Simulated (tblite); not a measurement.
**Run report: C₃H₁₄N₂SSi₂, geometry relaxation**

- system: C₃H₁₄N₂SSi₂, SMILES CN([SiH2]N)[SiH2]CCS
- method: GFN2-xTB geometry optimisation, gas phase (tblite 0.8.0)

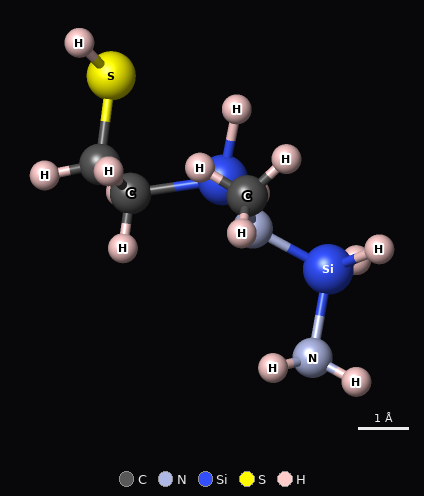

Figure 1. The input geometry (ball-and-stick view, seen at a tilt).

Results in brief:

- outcome: converged
- total energy: −711.9277 eV
- hardware: 1 CPU thread, shared host
- wall time: 6.8 s
- peak memory: 0.18 GiB

Input file:
```
{"job": {"kind": "relax", "xc": "GFN2-xTB", "basis": "xTB"}, "charge": 0, "multiplicity": 1}
C     -1.089400    -1.192100     1.350300
N     -1.017800    -0.311200     0.196500
Si    -2.420700    -0.345700    -0.841000
N     -3.361200     1.166000    -0.515400
Si     0.535900    -0.340800    -0.624800
C      1.653100     0.852000     0.290500
C      2.946900     1.112400    -0.448300
S      3.950400    -0.356100    -0.728400
H     -1.805300    -0.799100     2.088500
H     -1.257500    -2.250700     1.106500
H     -0.104300    -1.156100     1.849100
H     -3.283200    -1.514100    -0.543600
H     -2.138400    -0.354000    -2.252400
H     -4.379100     0.996400    -0.715600
H     -3.226800     1.522500     0.460100
H      1.057600    -1.724700    -0.469600
H      0.476300    -0.042000    -2.055700
H      1.061900     1.782800     0.431200
H      1.834500     0.424200     1.306300
H      2.679800     1.607900    -1.378000
H      3.530900     1.835200     0.199200
H      4.346000    -0.893400     0.492200
```

The first line tells a small driver script what to run in tblite; the rest is the geometry in Å.

Launch command:
```bash
OMP_NUM_THREADS=1 python <driver script> task.json out
```

Log:
```
step      E/eV     max force
  0    -711.17856    2.504
  1    -711.46186    1.027
  2    -711.59276    0.682
  3    -711.63678    0.658
  4    -711.71271    0.456
  5    -711.73428    0.391
  6    -711.76315    0.292
  7    -711.78045    0.343
  8    -711.79589    0.270
  9    -711.80564    0.240
 10    -711.81555    0.197
 11    -711.82554    0.238
 12    -711.83420    0.249
 13    -711.84048    0.157
 14    -711.84529    0.172
 15    -711.84908    0.142
 16    -711.85238    0.143
 17    -711.85537    0.144
 18    -711.85843    0.120
 19    -711.86224    0.138
 20    -711.86691    0.197
 21    -711.87172    0.198
 22    -711.87573    0.134
 23    -711.87873    0.114
 24    -711.88134    0.142
 25    -711.88423    0.171
 26    -711.88725    0.138
 27    -711.88991    0.109
 28    -711.89211    0.100
 29    -711.89401    0.096
 30    -711.89571    0.107
 31    -711.89728    0.113
 32    -711.89862    0.104
 33    -711.89965    0.076
 34    -711.90037    0.057
 35    -711.90086    0.058
 36    -711.90130    0.063
 37    -711.90176    0.055
 38    -711.90224    0.051
 39    -711.90271    0.045
 40    -711.90311    0.048
 41    -711.90347    0.041
 42    -711.90382    0.048
 43    -711.90419    0.052
 44    -711.90455    0.048
 45    -711.90487    0.040
 46    -711.90519    0.051
 47    -711.90556    0.050
 48    -711.90596    0.051
 49    -711.90634    0.038
 50    -711.90664    0.036
 51    -711.90691    0.042
 52    -711.90719    0.036
 53    -711.90745    0.037
 54    -711.90765    0.023
 55    -711.90778    0.022
 56    -711.90789    0.025
 57    -711.90803    0.029
 58    -711.90820    0.028
 59    -711.90833    0.021
 60    -711.90842    0.021
 61    -711.90850    0.019
 62    -711.90859    0.021
 63    -711.90868    0.017
 64    -711.90875    0.017
 65    -711.90881    0.015
 66    -711.90885    0.015
 67    -711.90889    0.016
 68    -711.90894    0.017
 69    -711.90901    0.022
 70    -711.90910    0.022
 71    -711.90918    0.021
 72    -711.90926    0.021
 73    -711.90934    0.023
 74    -711.90945    0.024
 75    -711.90959    0.029
 76    -711.90974    0.027
 77    -711.90986    0.025
 78    -711.90996    0.027
 79    -711.91010    0.031
 80    -711.91029    0.037
 81    -711.91051    0.039
 82    -711.91073    0.032
 83    -711.91093    0.029
 84    -711.91113    0.041
 85    -711.91135    0.030
 86    -711.91153    0.030
 87    -711.91166    0.032
 88    -711.91182    0.027
 89    -711.91206    0.048
 90    -711.91243    0.051
 91    -711.91286    0.051
 92    -711.91324    0.050
 93    -711.91360    0.051
 94    -711.91401    0.061
 95    -711.91461    0.091
 96    -711.91530    0.051
 97    -711.91557    0.040
 98    -711.91583    0.041
 99    -711.91614    0.045
100    -711.91659    0.068
101    -711.91701    0.043
102    -711.91726    0.026
103    -711.91741    0.058
104    -711.91764    0.045
105    -711.91792    0.041
106    -711.91835    0.036
107    -711.91857    0.036
108    -711.91885    0.030
109    -711.91912    0.026
110    -711.91939    0.019
111    -711.91951    0.016
112    -711.91955    0.015
113    -711.91959    0.016
114    -711.91964    0.016
115    -711.91971    0.020
116    -711.91980    0.024
117    -711.91989    0.024
118    -711.91997    0.021
119    -711.92006    0.023
120    -711.92015    0.020
121    -711.92025    0.025
122    -711.92035    0.024
123    -711.92044    0.016
124    -711.92051    0.016
125    -711.92059    0.021
126    -711.92069    0.028
127    -711.92078    0.023
128    -711.92085    0.020
129    -711.92089    0.014
130    -711.92092    0.012
131    -711.92095    0.011
132    -711.92100    0.013
133    -711.92105    0.014
134    -711.92110    0.016
135    -711.92114    0.015
136    -711.92119    0.012
137    -711.92124    0.012
138    -711.92130    0.017
139    -711.92134    0.017
140    -711.92139    0.017
141    -711.92145    0.017
142    -711.92154    0.020
143    -711.92164    0.022
144    -711.92173    0.025
145    -711.92181    0.024
146    -711.92193    0.026
147    -711.92208    0.026
148    -711.92228    0.033
149    -711.92248    0.040
150    -711.92265    0.037
151    -711.92282    0.029
152    -711.92300    0.020
153    -711.92316    0.022
154    -711.92329    0.024
155    -711.92339    0.035
156    -711.92349    0.020
157    -711.92359    0.024
158    -711.92373    0.019
159    -711.92379    0.024
160    -711.92386    0.017
161    -711.92395    0.015
162    -711.92400    0.020
163    -711.92408    0.017
164    -711.92413    0.016
165    -711.92420    0.022
166    -711.92427    0.022
167    -711.92434    0.020
168    -711.92440    0.019
169    -711.92447    0.018
170    -711.92454    0.020
171    -711.92461    0.015
172    -711.92468    0.022
173    -711.92476    0.024
174    -711.92487    0.029
175    -711.92502    0.025
176    -711.92521    0.029
177    -711.92537    0.032
178    -711.92551    0.034
179    -711.92564    0.030
180    -711.92582    0.032
181    -711.92604    0.030
182    -711.92627    0.028
183    -711.92645    0.023
184    -711.92657    0.024
185    -711.92666    0.023
186    -711.92678    0.022
187    -711.92689    0.026
188    -711.92698    0.028
189    -711.92708    0.024
190    -711.92720    0.030
191    -711.92731    0.029
192    -711.92740    0.034
193    -711.92749    0.021
194    -711.92757    0.018
195    -711.92762    0.011
196    -711.92765    0.011
197    -711.92768    0.013
198    -711.92770    0.011
199    -711.92772    0.009
```

Trajectory as extended XYZ (Å, eV, eV/Å), 5 of the 200 frames kept, from step=0 to step=199:
```
22
Properties=species:S:1:pos:R:3:forces:R:3 step=0 energy=-711.17856
C    -1.0894   -1.1921    1.3503    0.8750   0.3570   0.6750
N    -1.0178   -0.3112    0.1965   -0.0100  -0.4930  -0.8400
Si   -2.4207   -0.3457   -0.8410   -1.3980   1.2790   0.7200
N    -3.3612    1.1660   -0.5154   -0.1700  -1.2930   0.5580
Si    0.5359   -0.3408   -0.6248   -0.2950  -0.9110  -0.0470
C     1.6531    0.8520    0.2905   -0.5940  -0.0970   0.8650
C     2.9469    1.1124   -0.4483   -0.0360   1.3460   2.1110
S     3.9504   -0.3561   -0.7284    0.4600  -0.7370  -0.3460
H    -1.8053   -0.7991    2.0885   -0.0620  -0.3660  -0.4220
H    -1.2575   -2.2507    1.1065   -0.3100   0.3690   0.0460
H    -0.1043   -1.1561    1.8491   -0.3020  -0.0600  -0.0300
H    -3.2832   -1.5141   -0.5436    0.2750   0.0280   0.0430
H    -2.1384   -0.3540   -2.2524    0.1570   0.0650  -0.3030
H    -4.3791    0.9964   -0.7156    1.4410   0.5150   0.4840
H    -3.2268    1.5225    0.4601   -0.4240  -0.4250  -1.2790
H     1.0576   -1.7247   -0.4696   -0.0390   0.2030  -0.1280
H     0.4763   -0.0420   -2.0557   -0.0840   0.0880   0.1140
H     1.0619    1.7828    0.4312    0.6570  -0.2810   0.0050
H     1.8345    0.4242    1.3063    0.0930   0.4860  -0.6000
H     2.6798    1.6079   -1.3780    0.5540  -0.4050  -0.2590
H     3.5309    1.8352    0.1992   -0.1430  -0.5680  -0.8510
H     4.3460   -0.8934    0.4922   -0.6450   0.9010  -0.5160
22
Properties=species:S:1:pos:R:3:forces:R:3 step=50 energy=-711.90664
C    -1.0994   -1.0847    1.3594    0.0010   0.0080  -0.0230
N    -0.9952   -0.5863    0.0022    0.0130  -0.0080  -0.0220
Si   -2.4879   -0.4463   -0.8761    0.0030   0.0160  -0.0030
N    -3.2035    1.0325   -0.3545   -0.0150   0.0020   0.0110
Si    0.5848   -0.4846   -0.6897    0.0160   0.0110  -0.0090
C     1.6201    0.7636    0.3240   -0.0080  -0.0230   0.0180
C     2.8980    1.1552   -0.3869   -0.0180  -0.0080   0.0040
S     3.9436   -0.2888   -0.7705    0.0100  -0.0010  -0.0010
H    -1.9176   -0.5925    1.8872    0.0050  -0.0130   0.0040
H    -1.2904   -2.1625    1.3664    0.0060   0.0110   0.0340
H    -0.1791   -0.8986    1.9103   -0.0100  -0.0040   0.0000
H    -3.2771   -1.6592   -0.5994   -0.0050   0.0080   0.0120
H    -2.2042   -0.3212   -2.2973   -0.0050   0.0160  -0.0070
H    -4.1038    1.3066   -0.7107    0.0000  -0.0160  -0.0200
H    -3.1172    1.3070    0.6110    0.0040  -0.0020   0.0010
H     1.2193   -1.8124   -0.6712   -0.0070   0.0350   0.0020
H     0.4409    0.0349   -2.0462   -0.0010  -0.0260   0.0050
H     1.0385    1.6700    0.5084    0.0060  -0.0120  -0.0140
H     1.8782    0.3539    1.3027   -0.0010  -0.0100   0.0290
H     2.6854    1.6008   -1.3576    0.0030   0.0080   0.0020
H     3.5048    1.8491    0.1988   -0.0010   0.0080  -0.0080
H     4.0513   -0.7173    0.4871    0.0040   0.0000  -0.0160
22
Properties=species:S:1:pos:R:3:forces:R:3 step=100 energy=-711.91659
C    -1.1529   -0.9701    1.3945    0.0020  -0.0110   0.0030
N    -0.9884   -0.5500    0.0176   -0.0100  -0.0130   0.0100
Si   -2.4448   -0.4171   -0.9185   -0.0160  -0.0120  -0.0130
N    -3.2303    1.0176   -0.3731   -0.0310  -0.0120  -0.0590
Si    0.6204   -0.5719   -0.6114    0.0190   0.0320   0.0240
C     1.6667    0.6552    0.4176    0.0080   0.0060   0.0040
C     2.8531    1.1713   -0.3693   -0.0170   0.0190   0.0090
S     3.8692   -0.1772   -1.0571    0.0000  -0.0130  -0.0110
H    -2.0622   -0.5478    1.8219    0.0100  -0.0030  -0.0090
H    -1.2201   -2.0603    1.4686   -0.0010  -0.0010   0.0150
H    -0.3095   -0.6423    2.0004    0.0070   0.0100   0.0000
H    -3.2008   -1.6684   -0.7210   -0.0180   0.0260  -0.0080
H    -2.1236   -0.2088   -2.3224    0.0160   0.0000   0.0240
H    -4.0841    1.3050   -0.8222    0.0010  -0.0080   0.0020
H    -3.2792    1.2147    0.6126    0.0080   0.0050   0.0380
H     1.2061   -1.9163   -0.4942   -0.0020  -0.0130  -0.0110
H     0.5333   -0.1359   -1.9991    0.0200   0.0080   0.0020
H     1.0590    1.5114    0.7193    0.0070  -0.0090  -0.0070
H     2.0270    0.1858    1.3364    0.0130  -0.0050  -0.0220
H     2.5246    1.7301   -1.2451    0.0010  -0.0060   0.0100
H     3.5105    1.8057    0.2288    0.0020   0.0010  -0.0050
H     4.2152   -0.7113    0.1133   -0.0190  -0.0010   0.0060
22
Properties=species:S:1:pos:R:3:forces:R:3 step=149 energy=-711.92248
C    -1.1559   -0.9005    1.4124    0.0020  -0.0030  -0.0020
N    -0.9845   -0.5100    0.0281    0.0070   0.0080   0.0000
Si   -2.4252   -0.4351   -0.9385   -0.0070   0.0100   0.0010
N    -3.2758    0.9709   -0.4201    0.0000   0.0110   0.0130
Si    0.6292   -0.5496   -0.5871    0.0160   0.0180   0.0100
C     1.7029    0.6269    0.4717    0.0110   0.0080  -0.0030
C     2.8554    1.1745   -0.3430   -0.0050  -0.0010  -0.0100
S     3.7939   -0.1548   -1.1667    0.0040  -0.0080   0.0340
H    -2.1092   -0.5392    1.7957    0.0050  -0.0100   0.0190
H    -1.1365   -1.9893    1.5220   -0.0150  -0.0070   0.0110
H    -0.3591   -0.4875    2.0308   -0.0040   0.0190  -0.0070
H    -3.1592   -1.6986   -0.7550   -0.0130  -0.0220   0.0000
H    -2.0603   -0.2298   -2.3307    0.0050   0.0000  -0.0110
H    -4.1672    1.1838   -0.8355    0.0020   0.0050   0.0180
H    -3.2726    1.2270    0.5546   -0.0130  -0.0090  -0.0370
H     1.1742   -1.9148   -0.5025    0.0160   0.0040  -0.0080
H     0.5744   -0.0684   -1.9613   -0.0090  -0.0060   0.0010
H     1.1104    1.4683    0.8373    0.0050  -0.0100  -0.0010
H     2.1036    0.1146    1.3494   -0.0080  -0.0130  -0.0110
H     2.4923    1.7908   -1.1640   -0.0040   0.0110  -0.0060
H     3.5583    1.7597    0.2532    0.0060  -0.0150   0.0070
H     4.1005   -0.8196   -0.0530    0.0000   0.0100  -0.0180
22
Properties=species:S:1:pos:R:3:forces:R:3 step=199 energy=-711.92772
C    -1.1320   -0.7463    1.4298    0.0010   0.0000  -0.0030
N    -0.9996   -0.4180    0.0240    0.0000   0.0020  -0.0010
Si   -2.4526   -0.5168   -0.9260    0.0060   0.0030   0.0020
N    -3.3891    0.8631   -0.4964   -0.0040  -0.0030  -0.0040
Si    0.5894   -0.4245   -0.6548   -0.0020   0.0060   0.0060
C     1.7435    0.5638    0.5023   -0.0020  -0.0010   0.0010
C     2.9275    1.1195   -0.2588    0.0030  -0.0060  -0.0020
S     3.8007   -0.1724   -1.2037   -0.0030   0.0020  -0.0020
H    -2.1206   -0.4697    1.7937    0.0060   0.0040   0.0050
H    -0.9980   -1.8183    1.6061   -0.0020  -0.0020   0.0010
H    -0.3888   -0.2110    2.0203    0.0020  -0.0010  -0.0060
H    -3.0993   -1.8091   -0.6384   -0.0030  -0.0050  -0.0030
H    -2.1096   -0.4019   -2.3348   -0.0020  -0.0010   0.0010
H    -4.3186    0.9653   -0.8676    0.0050   0.0030   0.0010
H    -3.3428    1.2279    0.4409   -0.0020  -0.0030  -0.0020
H     1.1072   -1.7971   -0.7873   -0.0010  -0.0030   0.0030
H     0.5005    0.2416   -1.9490   -0.0010   0.0010   0.0020
H     1.2128    1.3998    0.9620    0.0000  -0.0010   0.0000
H     2.1092   -0.0680    1.3147    0.0000   0.0020  -0.0040
H     2.6043    1.8323   -1.0163    0.0010   0.0020   0.0040
H     3.6590    1.6019    0.3927    0.0000   0.0040   0.0000
H     4.0865   -0.9428   -0.1556   -0.0010  -0.0030   0.0010
```

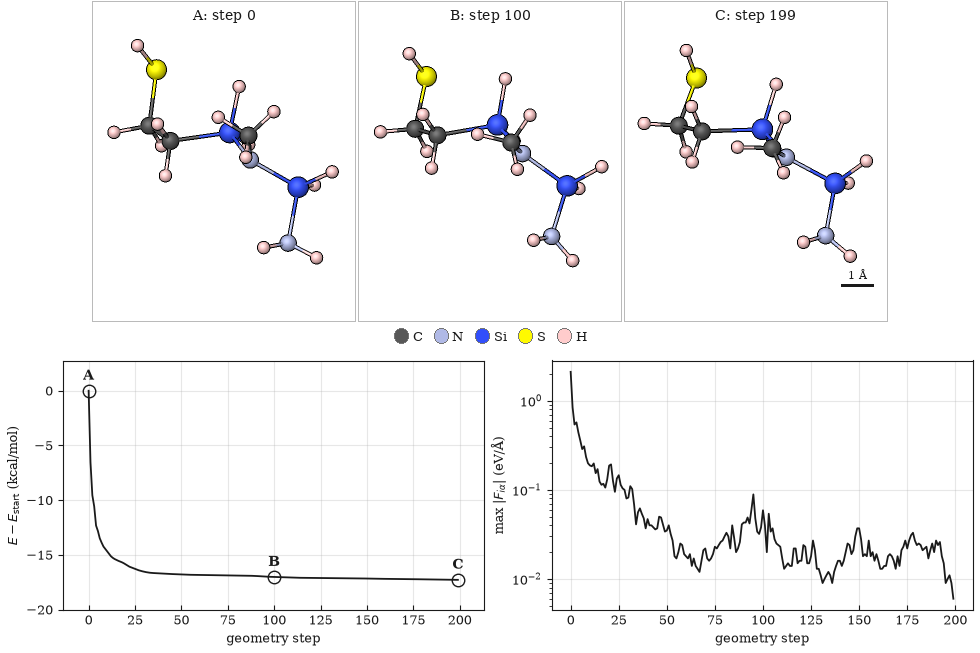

Figure 2. Frames of the relaxation (ball-and-stick view, seen at a tilt) above the curves, on which the letters mark them (steps are counted from 0).

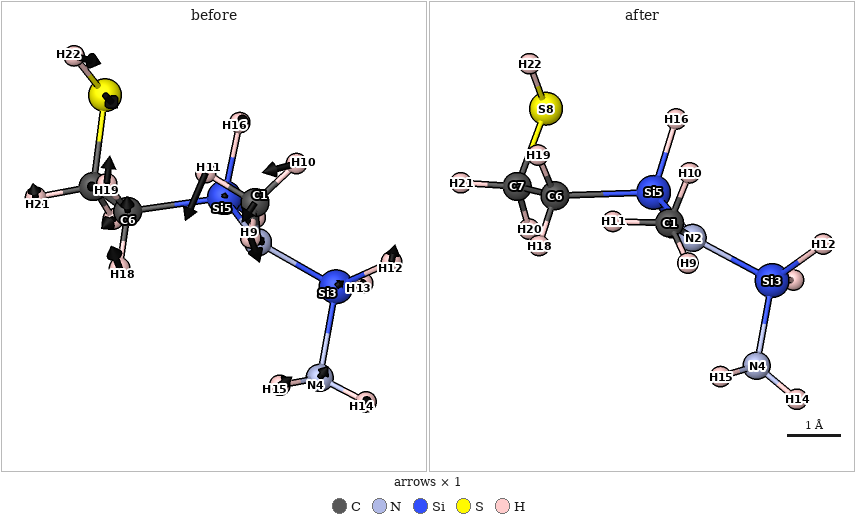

Figure 3. Before (left) and after (right) the relaxation, at one scale (ball-and-stick view, seen at a tilt). The black arrows give the displacements, at true length. Over 199 geometry steps the energy falls by 17.3 kcal/mol. Largest force component: 2.1 eV/Å at the start, 0.006 eV/Å at the end. H11 moves most after the best rigid fit: 1.02 Å. By element the largest moves are H 1.02 Å, S 0.53 Å, C 0.47 Å, N 0.30 Å, Si 0.20 Å. Among the contacts that change: Si3–N4 1.810 → 1.722 Å, S8–H22 1.391 → 1.332 Å, N4–H14 1.051 → 1.006 Å, C7–H21 1.133 → 1.092 Å. Among the angles that change: C7–S8–H22 109.7° → 96.0°, Si3–N4–H14 109.5° → 119.5°, Si3–N2–Si5 115.6° → 123.6°. (Atoms are counted from 1 in the order of the input.)
